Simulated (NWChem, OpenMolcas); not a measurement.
**A ladder of methods for AlNH4O2 (SMILES [NH2][Al]([OH])[OH])**

The species is AlNH4O2 (8 atoms), meant as a singlet with charge 0. As SMILES, `[NH2][Al]([OH])[OH]`. The shape is that of a PBE0-D4/def2-TZVP optimisation. This is one conformer, not always the lowest.

Quantity: the HOMO–LUMO gap, in eV. The values are calculated.

```json
{"level": "HF/6-311+G**", "kind": "Hartree–Fock", "program": "OpenMolcas", "value (eV)": "12.13"}
{"level": "SVWN5/6-311+G**", "kind": "LDA", "program": "NWChem", "value (eV)": "4.68"}
{"level": "BLYP/6-311+G**", "kind": "GGA", "program": "OpenMolcas", "value (eV)": "4.50"}
{"level": "PBE/6-311+G**", "kind": "GGA", "program": "NWChem", "value (eV)": "4.61"}
{"level": "revPBE/6-311+G**", "kind": "GGA", "program": "OpenMolcas", "value (eV)": "4.60"}
{"level": "B3LYP/6-311+G**", "kind": "global hybrid", "program": "NWChem", "value (eV)": "6.23"}
{"level": "M06-2X/6-311+G**", "kind": "hybrid meta-GGA", "program": "OpenMolcas", "value (eV)": "8.52"}
{"level": "PBE0/6-311+G**", "kind": "global hybrid", "program": "NWChem", "value (eV)": "6.77"}
```

The values span 4.50 to 12.13 eV. Orbital gaps aren't excitation energies; they tend to grow with the share of exact exchange.

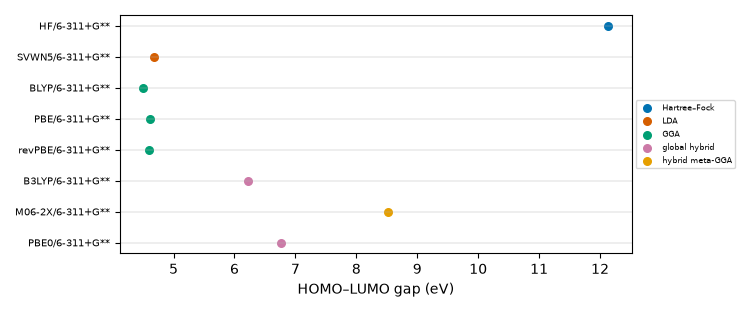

The values of the table, level by level.
